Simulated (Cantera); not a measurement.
Input: 1 mol BN, 17 mol H₂O, 3.6 mol HCl, at 17.0 mbar.

Method: chemical equilibrium by Gibbs-energy minimisation in Cantera with the NASA 1993 tables (ideal gas, pure condensed phases). Candidate condensed phases: B, BN, B₂O₃, B₃O₃H₃, H₂O, NH₄Cl; 49 gas species. The tables' values for BOCl are old estimates; treat these amounts as uncertain. Gases not in the tables: H₃BO₃. Rates play no part.

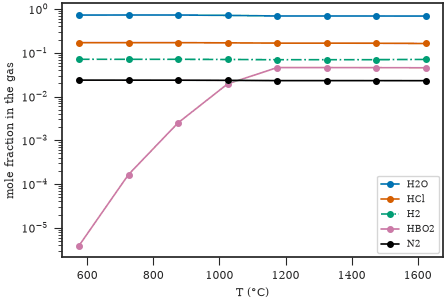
Figure. Equilibrium gas composition (values under 1e-9 drawn at 1e-9)

**Question.** Read off the mole fractions at 1625 °C.

**Answer.** H₂O about 0.69, HCl about 0.16, H₂ about 0.071, HBO₂ about 0.045, N₂ about 0.023.
